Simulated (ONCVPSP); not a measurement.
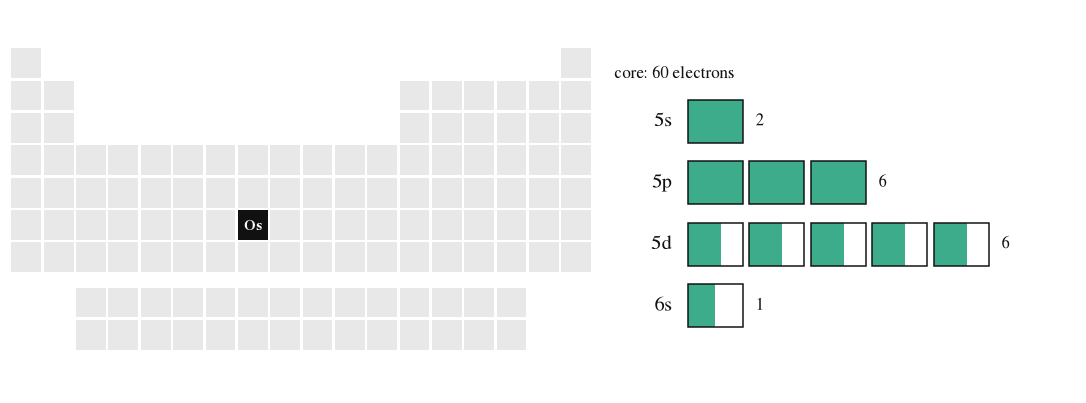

Figure 1. Left, the place of osmium in the periodic table; right, the valence shells of the reference configuration: a box for each of the 2l + 1 orbitals, shaded by the share of the shell that is filled, with the electron count at the right.

## Os: pseudopotential generation

Osmium (Os, Z = 76), core [Kr] 4d10 4f14, reference valence 5s2 5p6 5d6 6s1 (an ion of charge +1), valence charge 16. Computed at this level: ONCV potential, PBE, scalar-relativistic, made with ONCVPSP 4.0.1.

The input:
```
# ATOM AND REFERENCE CONFIGURATION
# atsym  z   nc   nv     iexc    psfile
  Os 76.00   10    4        4      upf
#
#   n    l    f
    1    0    2.00
    2    0    2.00
    2    1    6.00
    3    0    2.00
    3    1    6.00
    3    2   10.00
    4    0    2.00
    4    1    6.00
    4    2   10.00
    4    3   14.00
    5    0    2.00
    5    1    6.00
    5    2    6.00
    6    0    1.00
#
# PSEUDOPOTENTIAL AND OPTIMIZATION
# lmax
    2
#
#   l,   rc,      ep,       ncon, nbas, qcut
    0    1.65    0.00    5   10    7.10
    1    1.50    0.00    4    7    7.30
    2    2.15    0.00    4    8    7.20
#
# LOCAL POTENTIAL
# lloc, lpopt,  rc(5),   dvloc0
    4    5    0.95    2.50
#
# VANDERBILT-KLEINMAN-BYLANDER PROJECTORs
# l, nproj, debl
    0    2    2.80
    1    3    2.80
    2    3    0.60
#
# MODEL CORE CHARGE
# icmod, fcfact, rcfact
    2    0.50    1.05
#
# LOG DERIVATIVE ANALYSIS
# epsh1, epsh2, depsh
   -5.00    5.00    0.04
#
# OUTPUT GRID
# rlmax, drl
    6.00    0.01
#
# TEST CONFIGURATIONS
# ncnf
    4
# nvcnf
#   n    l    f
    4
    5    0    2.00
    5    1    6.00
    5    2    6.00
    6    0    2.00
#
    4
    5    0    2.00
    5    1    6.00
    5    2    6.00
    6    0    0.00
#
    4
    5    0    2.00
    5    1    6.00
    5    2    5.00
    6    0    0.00
#
    4
    5    0    2.00
    5    1    6.00
    5    2    7.00
    6    0    1.00
#
```

Launched with:
```bash
oncvpsp.x < Os.dat > Os.out
```

Output (extracts):
```
ONCVPSP  (Optimized Norm-Conservinng Vanderbilt PSeudopotential)
scalar-relativistic version 4.0.1

#   n    l    f        energy (Ha)
    1    0    2.00    -2.7153704E+03
    2    0    2.00    -4.7314411E+02
    2    1    6.00    -4.1197473E+02
    3    0    2.00    -1.1033437E+02
    3    1    6.00    -9.2376954E+01
    3    2   10.00    -7.2333565E+01
    4    0    2.00    -2.3517816E+01
    4    1    6.00    -1.7629200E+01
    4    2   10.00    -1.0322613E+01
    4    3   14.00    -2.2053347E+00
    5    0    2.00    -3.6602781E+00
    5    1    6.00    -2.1652057E+00
    5    2    6.00    -5.1959560E-01
    6    0    1.00    -4.8294298E-01

Reference configufation results
  iterations    28
  all-electron total energy (Ha)   -1.72535014D+04

Begin loop to  construct optimized pseudo wave functions
and semi-local pseudopoentials for all angular momenta

Calculating optimized projector #   1

 for l=   0

    Fraction of norm inside rc  0.959860
    Optimizing pswf for qcut=   7.10 a_B^-1,  ecut=  25.23 Ha
    Residual kinetic energy error=  8.48D-05 Ha

    Energy error per electron        Cutoff
         Ha          eV             Ha
         0.01000     0.27211       16.41
         0.00100     0.02721       20.98
         0.00010     0.00272       25.33
         0.00001     0.00027      100.00

Calculating optimized projector #   2

 for l=   0

    Fraction of norm inside rc  0.084055
    Optimizing pswf for qcut=   7.10 a_B^-1,  ecut=  25.23 Ha
    Residual kinetic energy error=  5.81D-05 Ha

    Energy error per electron        Cutoff
         Ha          eV             Ha
         0.01000     0.27211       14.05
         0.00100     0.02721       19.90
         0.00010     0.00272       24.17
         0.00001     0.00027       52.86

   Wellstate for l =  1  n =  7
     eigenvalue =   0.6348
     asymptotic potential =   1.1348
     half-point radius =  4.5860

   Wellstate for l =  1  n =  8
     eigenvalue =   3.4348
     asymptotic potential =   3.9348
     half-point radius =  3.3290

Calculating optimized projector #   1

 for l=   1

    Fraction of norm inside rc  0.814839
    Optimizing pswf for qcut=   7.29 a_B^-1,  ecut=  26.56 Ha
    Residual kinetic energy error=  2.33D-04 Ha

    Energy error per electron        Cutoff
         Ha          eV             Ha
         0.01000     0.27211       10.94
         0.00100     0.02721       22.59
         0.00010     0.00272       39.92
         0.00001     0.00027       67.75

Calculating optimized projector #   2

 for l=   1

    Fraction of norm inside rc  0.040025
    Optimizing pswf for qcut=   7.29 a_B^-1,  ecut=  26.56 Ha
    Residual kinetic energy error=  1.36D-04 Ha

    Energy error per electron        Cutoff
         Ha          eV             Ha
         0.01000     0.27211        8.42
         0.00100     0.02721       20.23
         0.00010     0.00272       27.60
         0.00001     0.00027       66.99

Calculating optimized projector #   3

 for l=   1

    Fraction of norm inside rc  0.052845
    Optimizing pswf for qcut=   7.29 a_B^-1,  ecut=  26.56 Ha
    Residual kinetic energy error=  7.22D-04 Ha

    Energy error per electron        Cutoff
         Ha          eV             Ha
         0.01000     0.27211       11.36
         0.00100     0.02721       25.48
         0.00010     0.00272       42.39
         0.00001     0.00027       73.91

   Wellstate for l =  2  n =  6
     eigenvalue =   0.0804
     asymptotic potential =   0.5804
     half-point radius =  6.2389

   Wellstate for l =  2  n =  7
     eigenvalue =   0.6804
     asymptotic potential =   1.1804
     half-point radius =  5.9610

Calculating optimized projector #   1

 for l=   2

    Fraction of norm inside rc  0.756008
    Optimizing pswf for qcut=   7.21 a_B^-1,  ecut=  25.98 Ha
    Residual kinetic energy error=  1.70D-07 Ha

    Energy error per electron        Cutoff
         Ha          eV             Ha
         0.01000     0.27211       12.76
         0.00100     0.02721       16.54
         0.00010     0.00272       19.68
         0.00001     0.00027       22.12

Calculating optimized projector #   2

 for l=   2

    Fraction of norm inside rc  0.091556
    Optimizing pswf for qcut=   7.21 a_B^-1,  ecut=  25.98 Ha
    Residual kinetic energy error=  5.46D-08 Ha

    Energy error per electron        Cutoff
         Ha          eV             Ha
         0.01000     0.27211       10.25
         0.00100     0.02721       14.59
         0.00010     0.00272       18.26
         0.00001     0.00027       21.13

Calculating optimized projector #   3

 for l=   2

    Fraction of norm inside rc  0.078823
    Optimizing pswf for qcut=   7.21 a_B^-1,  ecut=  25.98 Ha
    Residual kinetic energy error=  1.13D-07 Ha

    Energy error per electron        Cutoff
         Ha          eV             Ha
         0.01000     0.27211       11.01
         0.00100     0.02721       15.37
         0.00010     0.00272       18.89
         0.00001     0.00027       21.70

Construct Vanderbilt / Kleinmman-Bylander projectors

B matrix Hermiticity error, ll=   0
   1   2    5.2690E-04

  Orthonormal projector coefficients  1.7890E+01  2.3883E+00

B matrix Hermiticity error, ll=   1
   1   2   -3.4302E-04
   1   3    7.3238E-04
   2   3    1.3087E-04

  Orthonormal projector coefficients  2.0005E+01  6.2114E+00  1.3938E+00

B matrix Hermiticity error, ll=   2
   1   2    4.7840E-05
   1   3   -9.7419E-05
   2   3    2.2605E-05

  Orthonormal projector coefficients  8.6351E+00  1.2785E+00  6.9629E-02

Model core correction analysis
  based on d2Exc/dn_idn_j

d2excae - all-electron derivatives

   -2.931441D-02   -2.538191D-02   -1.233139D-02   -1.957150D-03
   -2.538194D-02   -2.516616D-02   -1.592348D-02   -3.048041D-03
   -1.233140D-02   -1.592347D-02   -1.903901D-02   -1.337657D-02
   -1.956947D-03   -3.047374D-03   -1.337505D-02   -2.937085D-02

d2excps - pseudofunction derivatives with no core correction

   -4.789588D-02   -3.488189D-02   -1.501111D-02   -3.933082D-03
   -3.488350D-02   -3.145153D-02   -1.797024D-02   -3.957548D-03
   -1.501151D-02   -1.797034D-02   -1.989700D-02   -1.367515D-02
   -3.933565D-03   -3.956903D-03   -1.367356D-02   -2.970654D-02

rms 2nd derivative error    6.116279E-03

amplitude prefactor, scale prefactor
   10.6198    1.1840

d2excps - pseudofunction derivatives with core correction

   -2.671201D-02   -2.412144D-02   -1.252257D-02   -1.806809D-03
   -2.412139D-02   -2.489715D-02   -1.643030D-02   -2.973672D-03
   -1.252257D-02   -1.643030D-02   -1.963018D-02   -1.345317D-02
   -1.806591D-03   -2.972979D-03   -1.345158D-02   -2.947529D-02

rms 2nd derivative error    8.305821E-04

Pseudoatom total energy  -91.837985

Diagnostic tests using Vanderbilt-Kleinman-Bylander pseudopotentials
  1 or more projectors used as specified by nproj input data

   l    rcore       rmatch      e in        delta e   norm test  slope test

   0   1.6571367   1.7074509  -3.6602781   0.0000013   1.0002185   1.0002035
   0   1.6571367   1.7074509  -0.4829430   0.0000048   1.0000559   1.0000517

   1   1.5058809   1.5516028  -2.1652057  -0.0000062   1.0001925   1.0002107
   1   1.5058809   1.5516028   0.6347943   0.0000320   1.0004729   1.0004729
   1   1.5058809   1.5516028   3.4347943   0.0001674   1.0004918   1.0004918

   2   2.1561029   2.2215668  -0.5195956   0.0000034   1.0000871   1.0001052
   2   2.1561029   2.2215668   0.0804044   0.0000065   1.0001938   1.0001938
   2   2.1561029   2.2215668   0.6804044   0.0000130   1.0002367   1.0002367

 Testing for bound ghosts
   n   l    E NL Schr. Eq   E Basis Diag.   E Cutoff

   1   0       -3.660277       -3.660276    163.84
   2   0       -0.482938       -0.450579    163.84

   2   1       -2.165212       -2.165188    133.79

   3   2       -0.519592       -0.519311     95.42

 Testing for highly-localized positive-energy ghosts
       l    <radius>/rc     E Basis Diag.   E Cutoff

       0        0.198114        0.799840    163.84  WARNING - GHOST(+)

       1        0.753144       19.496834    133.79  WARNING - GHOST(+)

Test configuration 0

   n   l     f        eae           eps        diff
   1   0  2.0000-2715.37036965
   2   0  2.0000 -473.14411200
   2   1  6.0000 -411.97472877
   3   0  2.0000 -110.33436812
   3   1  6.0000  -92.37695357
   3   2 10.0000  -72.33356469
   4   0  2.0000  -23.51781572
   4   1  6.0000  -17.62919982
   4   2 10.0000  -10.32261326
   4   3 14.0000   -2.20533468
   5   0  2.0000   -3.66027807   -3.66027678    1.29D-06
   5   1  6.0000   -2.16520566   -2.16521188   -6.22D-06
   5   2  6.0000   -0.51959560   -0.51959216    3.44D-06
   6   0  1.0000   -0.48294298   -0.48293814    4.84D-06

    Total energies and differences
      AE_ref= -1.72535014D+04  AE_tst= -1.72535014D+04  dif=  0.00D+00
      PS_ref= -9.18379849D+01  PS_tst= -9.18379849D+01  dif= -1.28D-13
      PSP excitation error=  1.28D-13

Test configuration 1

   n   l     f        eae           eps        diff
   1   0  2.0000-2715.07338289
   2   0  2.0000 -472.84936549
   2   1  6.0000 -411.67992553
   3   0  2.0000 -110.03926245
   3   1  6.0000  -92.08184394
   3   2 10.0000  -72.03862519
   4   0  2.0000  -23.22249729
   4   1  6.0000  -17.33391857
   4   2 10.0000  -10.02745036
   4   3 14.0000   -1.91018119
   5   0  2.0000   -3.36448080   -3.36349813    9.83D-04
   5   1  6.0000   -1.86832863   -1.86804137    2.87D-04
   5   2  6.0000   -0.22987448   -0.22995623   -8.18D-05
   6   0  2.0000   -0.22589415   -0.22586773    2.64D-05

    Total energies and differences
      AE_ref= -1.72535014D+04  AE_tst= -1.72538533D+04  dif= -3.52D-01
      PS_ref= -9.18379849D+01  PS_tst= -9.21900553D+01  dif= -3.52D-01
      PSP excitation error=  1.12D-04

Test configuration 2

   n   l     f        eae           eps        diff
   1   0  2.0000-2715.70820885
   2   0  2.0000 -473.47894437
   2   1  6.0000 -412.30964734
   3   0  2.0000 -110.66934890
   3   1  6.0000  -92.71194032
   3   2 10.0000  -72.66837248
   4   0  2.0000  -23.85293710
   4   1  6.0000  -17.96426499
   4   2 10.0000  -10.65750964
   4   3 14.0000   -2.54008427
   5   0  2.0000   -3.99490762   -3.99646611   -1.56D-03
   5   1  6.0000   -2.50006319   -2.50059508   -5.32D-04
   5   2  6.0000   -0.84242710   -0.84230314    1.24D-04

    Total energies and differences
      AE_ref= -1.72535014D+04  AE_tst= -1.72528797D+04  dif=  6.22D-01
      PS_ref= -9.18379849D+01  PS_tst= -9.12161603D+01  dif=  6.22D-01
      PSP excitation error= -2.16D-04

Test configuration 3

   n   l     f        eae           eps        diff
   1   0  2.0000-2716.21560750
   2   0  2.0000 -473.98818263
   2   1  6.0000 -412.81890238
   3   0  2.0000 -111.17600786
   3   1  6.0000  -93.21860051
   3   2 10.0000  -73.17551167
   4   0  2.0000  -24.35850478
   4   1  6.0000  -18.46982775
   4   2 10.0000  -11.16310435
   4   3 14.0000   -3.04472012
   5   0  2.0000   -4.49186805   -4.49413816   -2.27D-03
   5   1  6.0000   -2.98701657   -2.98817146   -1.15D-03
   5   2  5.0000   -1.28566109   -1.28563641    2.47D-05

    Total energies and differences
      AE_ref= -1.72535014D+04  AE_tst= -1.72518196D+04  dif=  1.68D+00
      PS_ref= -9.18379849D+01  PS_tst= -9.01559619D+01  dif=  1.68D+00
      PSP excitation error= -3.10D-04

Test configuration 4

   n   l     f        eae           eps        diff
   1   0  2.0000-2714.98659303
   2   0  2.0000 -472.75862837
   2   1  6.0000 -411.58929631
   3   0  2.0000 -109.94949459
   3   1  6.0000  -91.99208352
   3   2 10.0000  -71.94851008
   4   0  2.0000  -23.13307798
   4   1  6.0000  -17.24441685
   4   2 10.0000   -9.93772352
   4   3 14.0000   -1.82062398
   5   0  2.0000   -3.27764350   -3.27800151   -3.58D-04
   5   1  6.0000   -1.78720584   -1.78722960   -2.38D-05
   5   2  7.0000   -0.17288685   -0.17285674    3.01D-05
   6   0  1.0000   -0.19957537   -0.19964892   -7.35D-05

    Total energies and differences
      AE_ref= -1.72535014D+04  AE_tst= -1.72538417D+04  dif= -3.40D-01
      PS_ref= -9.18379849D+01  PS_tst= -9.21782408D+01  dif= -3.40D-01
      PSP excitation error= -4.43D-05
```

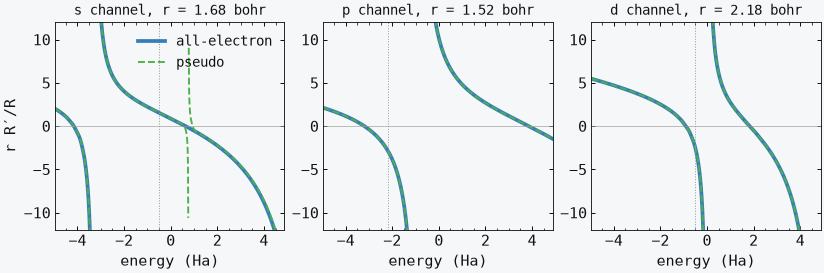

Figure 2. Logarithmic derivatives r R′/R at the test radius against energy, all-electron atom (solid) and pseudo-atom (dashed). Here R(r) is the radial function. The dotted line marks the reference energy of the channel. Not drawn: f: not judged.

- Zeros of the logarithmic derivative: s: all-electron -4.2 and 0.6 Ha, pseudo -4.2, 0.6 and 0.9 Ha; p: all-electron -3.2 and 3.9 Ha, pseudo -3.2 and 3.9 Ha; d: all-electron -0.9 and 1.8 Ha, pseudo -0.9 and 1.8 Ha.
- Poles, where the radial function vanishes at the test radius: s: all-electron at -3.3 Ha, pseudo at -3.3 and 0.8 Ha; p: all-electron at -0.8 Ha, pseudo at -0.8 Ha; d: all-electron at 0.0 Ha, pseudo at 0.0 Ha.

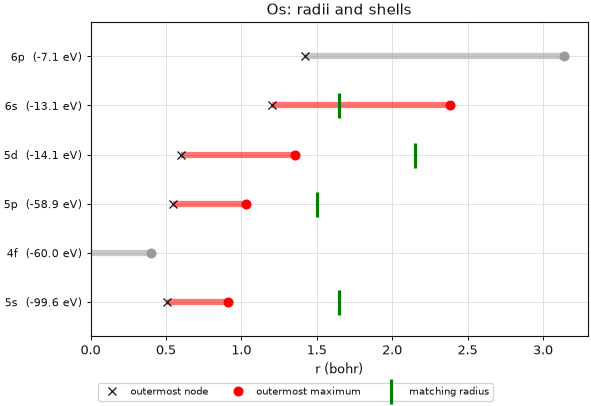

Figure 3. Outer shells of the all-electron reference atom: each bar runs from the outermost node (or the nucleus) to the outermost maximum of u(r); the tick is the radius chosen for the pseudo-wave. Shells without a tick have no pseudo-wave of their own. Levels, nodes and maxima are from ld1.x, scalar-relativistic.

- Radii against the shells: 5s: 1.65 bohr, outside the maximum; 5p: 1.50 bohr, outside the maximum; 5d: 2.15 bohr, outside the maximum; 6s: 1.65 bohr, between node and maximum.

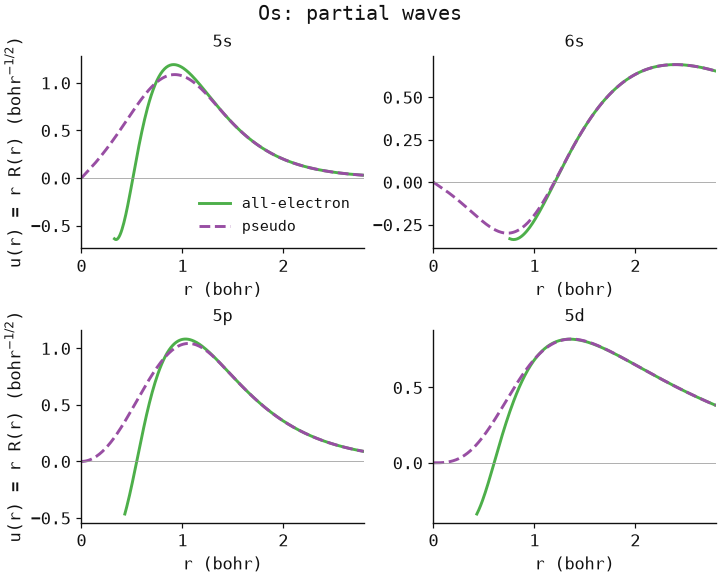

Figure 4. All-electron valence functions (solid) with their pseudo partners (dashed). The innermost oscillations of some all-electron curves aren't drawn. Reference configuration 5s2 5p6 5d6 6s1.

- Matching radii: 5s at 1.65 bohr; 6s at 1.65 bohr; 5p at 1.50 bohr; 5d at 2.15 bohr. The curves merge smoothly, so the plot gives these only roughly.
- Nodes of the pseudo-waves: 5s has no node; 6s has a node at about 1.2 bohr; 5p has no node; 5d has no node. A node in 6s is expected, since a lower shell of the same l is also in the valence and the two must stay orthogonal.

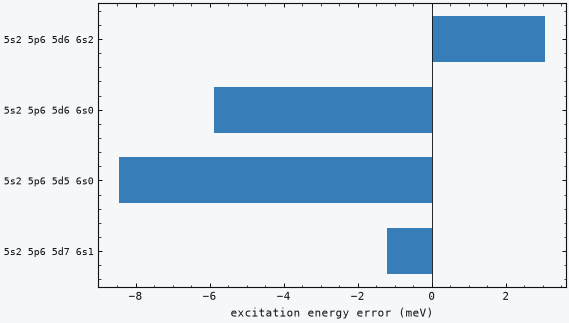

Figure 5. Errors, all-electron minus pseudo, of the energies of valence configurations relative to the unpolarised reference 5s2 5p6 5d6 6s1.

- Worst configuration: 5s2 5p6 5d5 6s0 (charge +3): the error is -8.4 meV on an all-electron energy of +45.76 eV relative to the reference, or 0.018 %.
- Configurations within 10 meV and within 50 meV: 4 and 4 of 4.
- Errors in meV: 5s2 5p6 5d6 6s2: +3.0; 5s2 5p6 5d6 6s0: -5.9; 5s2 5p6 5d5 6s0: -8.4; 5s2 5p6 5d7 6s1: -1.2.

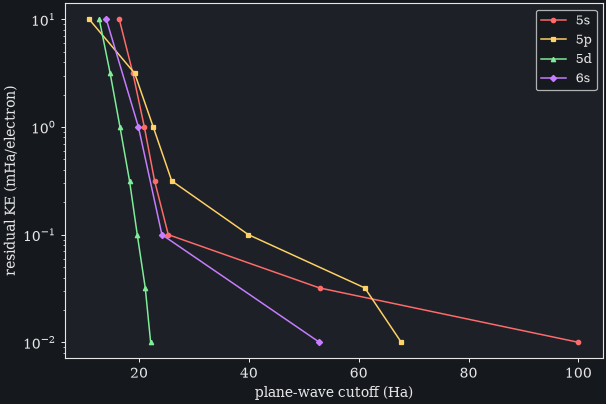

Figure 6. Residual kinetic energy of the pseudo-waves (the first of each channel, and further valence shells) beyond the plane-wave cutoff, as the generator prints it.

- Cutoffs for the occupied states: 23 Ha for 1 mHa and 40 Ha for 0.1 mHa per electron. The first is set by 5p.
- Cutoffs for 1 mHa per electron: 5p: 23 Ha; 5s: 21 Ha; 6s: 20 Ha; 5d: 17 Ha.

Results in brief:

- outcome: generated, with a spurious state above the valence levels
- cutoffs needed: 23 Ha and 40 Ha (the cutoffs at which the residual kinetic energy of the hardest occupied pseudo-wave falls to 1 and 0.1 mHa per electron)
- ghost test: no bound ghost flagged; GHOST(+) flagged for s at 21.8 eV (flags above 300 eV left out)
- largest excitation error: -8.4 meV (all-electron minus pseudo) for 5s2 5p6 5d5 6s0, out of 4 test configurations
- rms error of d²Exc/dni dnj: 6.12 mHa without and 0.83 mHa with the model core
- clearest signs, in the scattering phases, of states that the all-electron atom lacks: s near 0.8 Ha
- range over which the phases arctan(r R′/R) at the test radius agree within 0.05 rad (a looser test near the poles than one of phase shifts): s: up to about 0.6 Ha; p: over the whole range computed; d: over the whole range computed; f: not judged, local potential alone
- hardware: 1 CPU thread, shared host
- wall time: 5.2 s

Remarks:

The scattering phases show an s state near 0.8 Ha, 1.3 Ha above the channel's reference energy, that the all-electron atom lacks; it spoils states at that energy.
